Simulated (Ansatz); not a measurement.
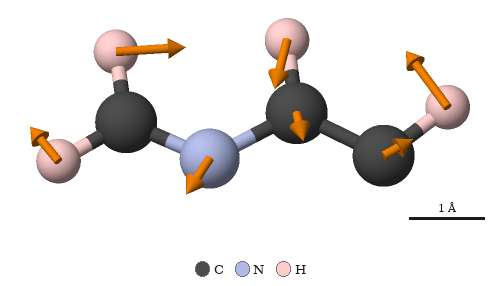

This is a relaxation of C3H4N (charge −1). The starting structure is drawn; orange arrows show the displacements, magnified 10 times. The two geometries are superimposed by the best rigid fit.

Style: ball-and-stick. Shown at a tilt.

These are results of RKS PBE0-D4/def2-TZVPD (Ansatz), not measurements.

The input:
```yaml
crystal:
  periodic: [false, false, false]
  atoms:
    - {symbol: C, position_ang: [-0.088170, 1.812620, -0.945720]}
    - {symbol: C, position_ang: [-0.201790, 0.708690, -0.163920]}
    - {symbol: N, position_ang: [0.549280, -0.387560, -0.446980]}
    - {symbol: C, position_ang: [0.484060, -1.447650, 0.248830]}
    - {symbol: H, position_ang: [-0.790710, 2.618210, -0.555000]}
    - {symbol: H, position_ang: [-0.884210, 0.579970, 0.746070]}
    - {symbol: H, position_ang: [1.103590, -2.300470, -0.014810]}
    - {symbol: H, position_ang: [-0.172040, -1.583810, 1.131530]}
basis:
  gaussian: {orbitals: def2-TZVPD}
total_charge: -1
hamiltonian: {xc: pbe0, dispersion: d4}
relax: {f_tol: 0.005, max_steps: 200}
```

Command:
```bash
ansatz run in.yaml --threads 2 --pin off --events-out ev --progress --plain --max-ram 4352MiB
```

Question: Which element moves most?

Answer: Hydrogen: up to 0.10 Å, against 0.06 Å for nitrogen.

Question: Describe the change and its energy.

Answer: After 6 geometry steps the energy has fallen by 0.076 eV. The largest force component goes from 1.1 to 0.0023 eV/Å. H5 moves most after the best rigid fit: 0.10 Å. By element the largest moves are H 0.10 Å, N 0.06 Å, C 0.05 Å. Near-neighbour distances that change, for instance: C2–N3 1.359 → 1.400 Å, C2–H6 1.145 → 1.116 Å, C1–H5 1.138 → 1.112 Å, C1–C2 1.357 → 1.352 Å. Among the angles between lasting bonds that change: C1–C2–N3 119.3° → 123.0°, C2–C1–H5 109.0° → 106.5°, C2–N3–C4 122.1° → 119.6°. The run took 25 s on 2 threads of Arm Neoverse V1, on a shared host.
